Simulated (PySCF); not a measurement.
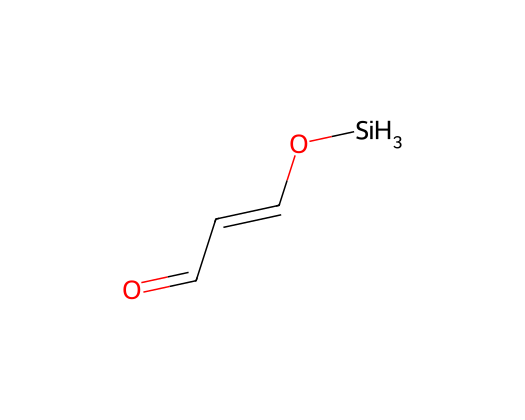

2D structure.

Write the SMILES.

O=C/C=C/O[SiH3]

What is the molecular formula?

C3H6O2Si.

An optimisation with PBE0-D3(BJ)/def2-SVP gave a structure of which point group?

C1. Other conformers may differ.

More results for the same structure follow; atom numbers are the same in all pictures, views and colours differ. The geometry was computed by an optimisation with PBE0-D3(BJ)/def2-SVP. No frequency run is at hand to confirm it as a minimum.

Shape

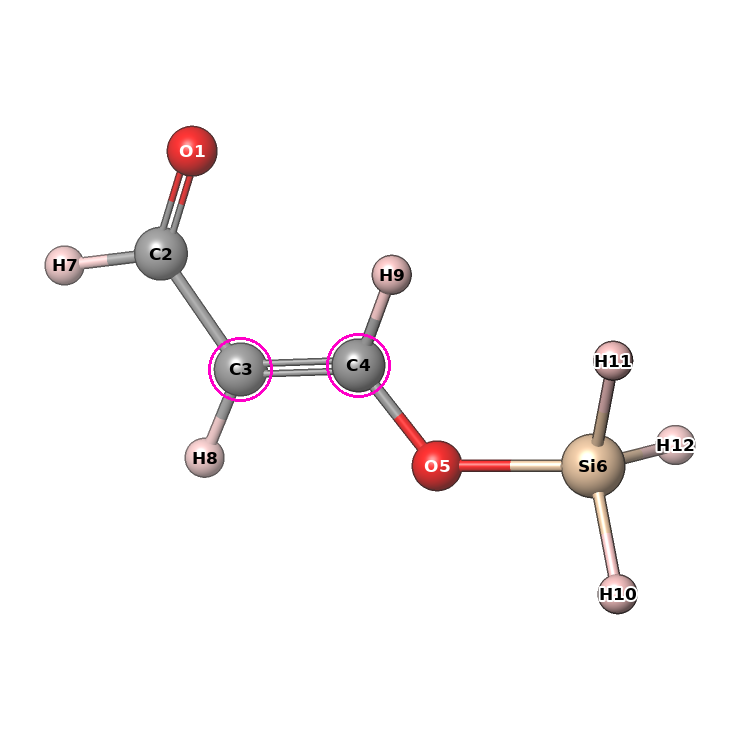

Distant atoms are faded towards the background colour. Circles mark the stereogenic atoms. No frequency run is at hand to confirm it as a minimum.

Give the R/S and E/Z labels.

C3=C4: E.

Bond orders

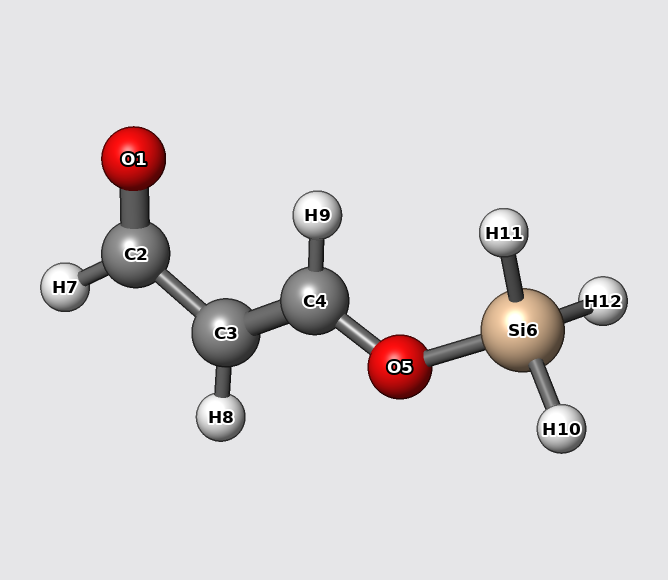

The thickness of each stick grows with its Mayer bond order. No frequency run is at hand to confirm it as a minimum. Method: PBE0/def2-TZVP (PySCF 2.14.0).

Which bond has the highest Mayer bond order?

O1–C2, 2.04, at a length of 1.211 Å.

List the Mayer bond orders of O1–C2, C2–C3, C2–H7, C3–C4, C3–H8, C4–O5, C4–H9, O5–Si6, Si6–H10, Si6–H11, Si6–H12.

| bond | Mayer order | length (Å) |
| --- | --- | --- |
| O1–C2 | 2.04 | 1.211 |
| C2–C3 | 1.05 | 1.465 |
| C2–H7 | 0.97 | 1.120 |
| C3–C4 | 1.75 | 1.346 |
| C3–H8 | 0.94 | 1.092 |
| C4–O5 | 1.12 | 1.330 |
| C4–H9 | 0.92 | 1.101 |
| O5–Si6 | 1.04 | 1.691 |
| Si6–H10 | 0.95 | 1.484 |
| Si6–H11 | 0.94 | 1.492 |
| Si6–H12 | 0.95 | 1.489 |

Charges

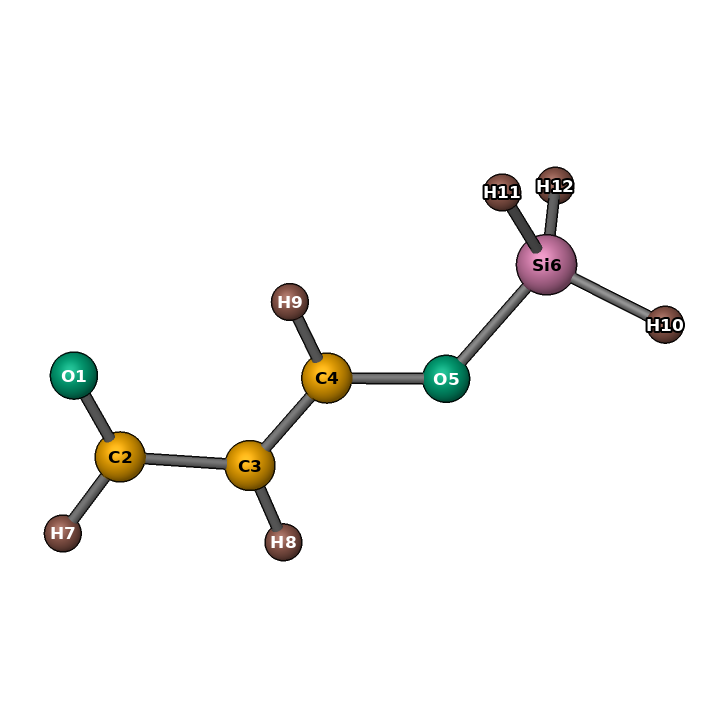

The questions are on Hirshfeld charges. No frequency run is at hand to confirm it as a minimum. Level of theory: PBE0/6-31G*, gas phase (PySCF 2.14.0).

Which atom carries the highest charge (most positive or least negative)?

Si6 (0.40 e).

And the lowest?

O1 (−0.26 e).

List the Hirshfeld charges.

```json
{"atom": "O1", "value (e)": "−0.26"}
{"atom": "C2", "value (e)": "0.11"}
{"atom": "C3", "value (e)": "−0.10"}
{"atom": "C4", "value (e)": "0.07"}
{"atom": "O5", "value (e)": "−0.18"}
{"atom": "Si6", "value (e)": "0.40"}
{"atom": "H7", "value (e)": "0.03"}
{"atom": "H8", "value (e)": "0.05"}
{"atom": "H9", "value (e)": "0.06"}
{"atom": "H10", "value (e)": "−0.06"}
{"atom": "H11", "value (e)": "−0.06"}
{"atom": "H12", "value (e)": "−0.06"}
```

NMR shielding

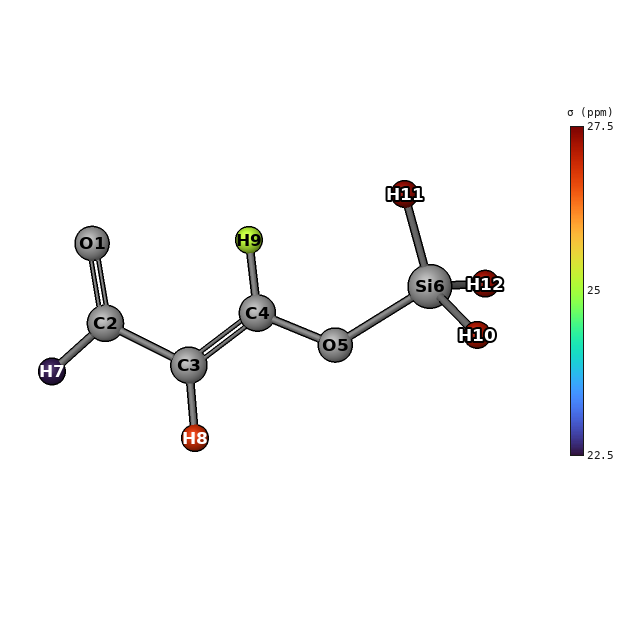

Atoms are coloured by their isotropic NMR shieldings (H only, the others grey). No frequency run is at hand to confirm it as a minimum. Level of theory: GIAO PBE0/pcSseg-0 NMR shielding, non-relativistic, gas phase (PySCF 2.14.0).

Give the isotropic NMR shieldings of the H atoms atom by atom.

```csv
atom,σ (ppm)
H7,22.57
H8,26.89
H9,25.16
H10,27.18
H11,27.35
H12,27.30
```
